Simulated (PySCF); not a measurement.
# GaH2OF (SMILES [OH][GaH][F]): CAM-B3LYP/ANO-RCC-VDZ (sfX2C)

Aim: the vertical ionisation energy of GaH2OF at CAM-B3LYP/ANO-RCC-VDZ (sfX2C), from 2 runs. Input form: a Python script.

Program for the calculation: PySCF 2.14.0.

2 further runs of the same task are left out: 2 that didn't finish.

**1. Starting point**

GaH2OF: 5 atoms, total charge 0, spin state singlet. SMILES: `[OH][GaH][F]`. The shape is that of a PBE0-D4/def2-TZVP optimisation. This is one conformer, not always the lowest.

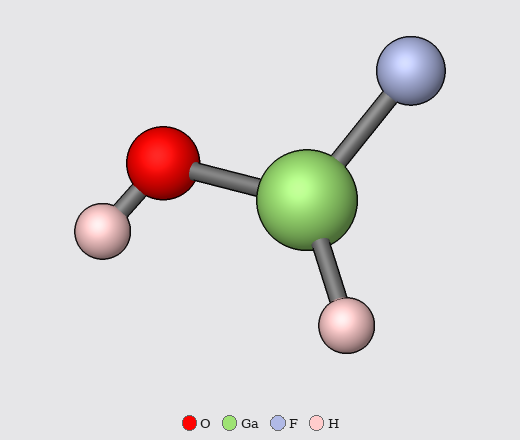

The structure, seen from a chosen angle (oxygen red, gallium green, fluorine light blue, hydrogen pink).

**2. The energy at CAM-B3LYP/ANO-RCC-VDZ (sfX2C)**

File job.py:

```python
from pyscf import gto, dft

mol = gto.M(
    atom='''
O   -1.130400  -0.588700  -0.283800
Ga   0.383700   0.280500   0.015600
F    0.438300   1.777800  -0.881200
H   -1.210600  -1.420700   0.187200
H    1.569000  -0.122600   0.920900
''',
    spin=0,
    charge=0,
    basis='ano-rcc-vdz',
    verbose=4,
    max_memory=1860,
)

mf = dft.RKS(mol)
mf.xc = 'cam-b3lyp'
mf = mf.sfx2c1e()
mf.grids.level = 4
mf.conv_tol = 1e-10
mf.kernel()
if not mf.converged:
    mf = mf.newton().run(mf.mo_coeff, mf.mo_occ)

energy = mf.e_tot
print('E = %.10f Eh' % energy)
```

The run is started by

```console
$ OMP_NUM_THREADS=1 python job.py
```

Output:

```text
PySCF version 2.14.0

[INPUT] num. atoms = 5
[INPUT] num. electrons = 50
[INPUT] charge = 0
[INPUT] spin (= nelec alpha-beta = 2S) = 0
[INPUT] symmetry False subgroup None
[INPUT] Mole.unit = angstrom
[INPUT] Symbol           X                Y                Z      unit          X                Y                Z       unit  Magmom
[INPUT]  1 O     -1.130400000000  -0.588700000000  -0.283800000000 AA   -2.136146411208  -1.112481769531  -0.536304274152 Bohr   0.0
[INPUT]  2 Ga     0.383700000000   0.280500000000   0.015600000000 AA    0.725087913996   0.530068177940   0.029479727543 Bohr   0.0
[INPUT]  3 F      0.438300000000   1.777800000000  -0.881200000000 AA    0.828266960397   3.359555104252  -1.665226660967 Bohr   0.0
[INPUT]  4 H     -1.210600000000  -1.420700000000   0.187200000000 AA   -2.287702446398  -2.684733905170   0.353756730519 Bohr   0.0
[INPUT]  5 H      1.569000000000  -0.122600000000   0.920900000000 AA    2.964980289443  -0.231680422872   1.740248788112 Bohr   0.0

nuclear repulsion = 198.339104342249
number of shells = 9
number of NR pGTOs = 224
number of NR cGTOs = 44
basis = ano-rcc-vdz
ecp = {}

******** <class 'pyscf.x2c.sfx2c1e.sfX2C1eRKS'> ********
method = sfX2C1eRKS
initial guess = minao
damping factor = 0
level_shift factor = 0
DIIS = <class 'pyscf.scf.diis.CDIIS'>
diis_start_cycle = 1
diis_space = 8
diis_damp = 0
SCF conv_tol = 1e-10
SCF conv_tol_grad = None
SCF max_cycles = 50
direct_scf = True
direct_scf_tol = 1e-13
XC library pyscf.dft.libxc version 7.0.0
    S. Lehtola, C. Steigemann, M. J.T. Oliveira, and M. A.L. Marques.,  SoftwareX 7, 1–5 (2018)
XC functionals = cam-b3lyp
    T. Yanai, D. P. Tew, and N. C. Handy.,  Chem. Phys. Lett. 393, 51 (2004)
radial grids:
    Treutler-Ahlrichs [JCP 102, 346 (1995); DOI:10.1063/1.469408] (M4) radial grids

becke partition: Becke, JCP 88, 2547 (1988); DOI:10.1063/1.454033
pruning grids: <function nwchem_prune>
grids dens level: 4
symmetrized grids: False
atomic radii adjust function: <function treutler_atomic_radii_adjust>
small_rho_cutoff = 0

******** <class 'pyscf.x2c.sfx2c1e.SpinFreeX2CHelper'> ********
approx = 1e
xuncontract = 1
Set gradient conv threshold to 1e-05
Initial guess from minao.
tot grids = 118896
init E= -2120.47632324351
  HOMO = -0.396242588566441  LUMO = -0.0497408444232528  gap/eV = 9.42879
cycle= 1 E= -2120.26581376023  delta_E= 0.211  |g|= 0.914  |ddm|= 2.56
  HOMO = -0.219498178859307  LUMO = 0.00653786436656834  gap/eV = 6.15075
cycle= 2 E= -2119.95499540478  delta_E= 0.311  |g|=  1.6  |ddm|=  2.1
  HOMO = -0.40342083934117  LUMO = -0.0167089325613594  gap/eV = 10.52297
cycle= 3 E= -2120.45668751091  delta_E= -0.502  |g|= 0.0363  |ddm|= 1.31
  HOMO = -0.398107410424061  LUMO = -0.010883033981216  gap/eV = 10.53691
cycle= 4 E= -2120.45671336909  delta_E= -2.59e-05  |g|= 0.0417  |ddm|= 0.0704
  HOMO = -0.401308011206079  LUMO = -0.0107286565068905  gap/eV = 10.62821
cycle= 5 E= -2120.45704727288  delta_E= -0.000334  |g|= 0.00396  |ddm|= 0.0288
  HOMO = -0.401480992729412  LUMO = -0.0105170299207193  gap/eV = 10.63867
cycle= 6 E= -2120.45705235822  delta_E= -5.09e-06  |g|= 0.000441  |ddm|= 0.00821
  HOMO = -0.401516431526879  LUMO = -0.0105781884627087  gap/eV = 10.63797
cycle= 7 E= -2120.45705245392  delta_E= -9.57e-08  |g|= 7.6e-05  |ddm|= 0.00122
  HOMO = -0.401514662480503  LUMO = -0.0105907928573592  gap/eV = 10.63758
cycle= 8 E= -2120.45705245712  delta_E= -3.2e-09  |g|= 1.52e-05  |ddm|= 0.000237
  HOMO = -0.401511909106942  LUMO = -0.0105858178844369  gap/eV = 10.63764
cycle= 9 E= -2120.45705245725  delta_E= -1.34e-10  |g|= 2.55e-06  |ddm|= 4.22e-05
  HOMO = -0.401512368727357  LUMO = -0.0105860021339839  gap/eV = 10.63765
cycle= 10 E= -2120.45705245725  delta_E= -3.64e-12  |g|= 4.97e-07  |ddm|= 1.01e-05
  HOMO = -0.40151242293105  LUMO = -0.0105860236167781  gap/eV = 10.63765
Extra cycle  E= -2120.45705245725  delta_E=    0  |g|= 4.19e-07  |ddm|= 1.81e-06
converged SCF energy = -2120.45705245725
E = -2120.4570524573 Eh
```

Wall time 39 s (1 thread of Arm Neoverse V1, shared host); peak memory 0.28 GiB.

**3. The doublet cation**

File run.py:

```python
from pyscf import gto, dft

mol = gto.Mole()
mol.atom = '''
O     -1.130400    -0.588700    -0.283800
Ga     0.383700     0.280500     0.015600
F      0.438300     1.777800    -0.881200
H     -1.210600    -1.420700     0.187200
H      1.569000    -0.122600     0.920900
'''
mol.max_memory = 1860
mol.spin = 1
mol.basis = 'ano-rcc-vdz'
mol.charge = 1
mol.verbose = 3
mol.build()

ks = dft.UKS(mol, xc='cam-b3lyp')
ks = ks.x2c()
ks.conv_tol = 1e-10
ks.grids.level = 4
ks.kernel()
if not ks.converged:
    ks = ks.newton().run(ks.mo_coeff, ks.mo_occ)

etot = ks.e_tot
print('Final energy', etot)
```

The run is started by

```console
$ OMP_NUM_THREADS=1 python run.py
```

Output:

```text
WARN: HOMO -0.396242588566428 >= LUMO -0.396242588566426

converged SCF energy = -2120.00863010118  <S^2> = 0.77245818  2S+1 = 2.0223335
Final energy -2120.008630101183
```

Run time: 65 s. Hardware: 1 thread of Arm Neoverse V1, shared host; peak memory 0.28 GiB.

**4. Summary of results**

At CAM-B3LYP/ANO-RCC-VDZ (sfX2C):

| quantity | value |
| --- | --- |
| singlet GaH2OF: total energy | -2120.45705 Eh |
| singlet GaH2OF: dipole moment | 4.60 D |
| singlet GaH2OF: HOMO energy | -10.93 eV |
| singlet GaH2OF: LUMO energy | -0.29 eV |
| singlet GaH2OF: HOMO–LUMO gap | 10.64 eV |
| doublet cation: total energy | -2120.00863 Eh |
| doublet cation: HOMO energy (highest over α and β) | -18.27 eV |
| doublet cation: LUMO energy (lowest over α and β) | -13.50 eV |
| doublet cation: ⟨S²⟩ | 0.772 |
| vertical ionisation energy (to the doublet cation) | 12.202 eV |

What this shows: The vertical ionisation energy comes to 12.20 eV (1177 kJ/mol). The negative HOMO energy of the first species, 10.93 eV, lies 1.28 eV below that difference. Mulliken charges (doublet cation) run from -0.41 on F3 to +1.26 on Ga2.
